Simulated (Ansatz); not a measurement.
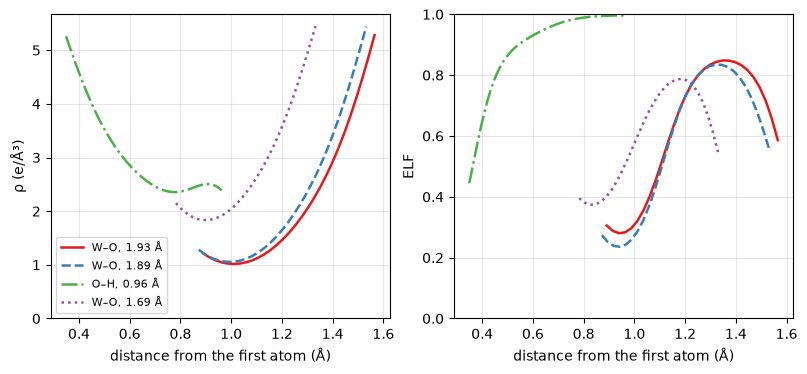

The picture shows: H₄O₅W. Electron density and electron localisation function along straight lines between neighbouring atoms. The curves leave out the atomic cores.

Geometry: PBE0-D4/def2-SVP; core potentials replace the inner electrons of W.

Computed with isolated molecule in a Gaussian basis; Kohn-Sham density functional theory, functional PBE0 (Ansatz).

```yaml
atoms:
  - { symbol: O, position_ang: [1.0960, -0.4678, -0.3631] }
  - { symbol: O, position_ang: [0.3682, 1.4966, 1.6278] }
  - { symbol: O, position_ang: [0.1575, 2.0945, -1.0272] }
  - { symbol: O, position_ang: [-1.6303, 0.0538, -1.0826] }
  - { symbol: O, position_ang: [-1.3151, -0.2820, 1.3323] }
  - { symbol: W, position_ang: [-0.1622, 0.5831, 0.0542] }
  - { symbol: H, position_ang: [-0.0577, 1.3445, 2.4792] }
  - { symbol: H, position_ang: [-0.3522, 2.9032, -1.1410] }
  - { symbol: H, position_ang: [-1.4371, -0.0264, -2.0254] }
  - { symbol: H, position_ang: [-2.0014, -0.8312, 0.9327] }
```

Compare the contacts.

W–O (1.93 Å): the density is about 1 e/Å³ at the midpoint; the ELF peaks at about 0.85 in the valence shell of O, 0.6 Å from its nucleus, and drops to about 0.30 between the two atoms.
W–O (1.89 Å): the density is about 1.1 e/Å³ at the midpoint; the ELF peaks at about 0.85 in the valence shell of O, 0.6 Å from its nucleus, and drops to about 0.25 between the two atoms.
O–H (0.96 Å): the density is about 3.7 e/Å³ at the midpoint; the ELF climbs to about 1 towards the hydrogen, as it does in any bond to H: a covalent bond by its length.
W–O (1.69 Å): the density is about 1.9 e/Å³ at the midpoint; the ELF peaks at about 0.80 in the valence shell of O, 0.5 Å from its nucleus, and drops to about 0.35 between the two atoms.
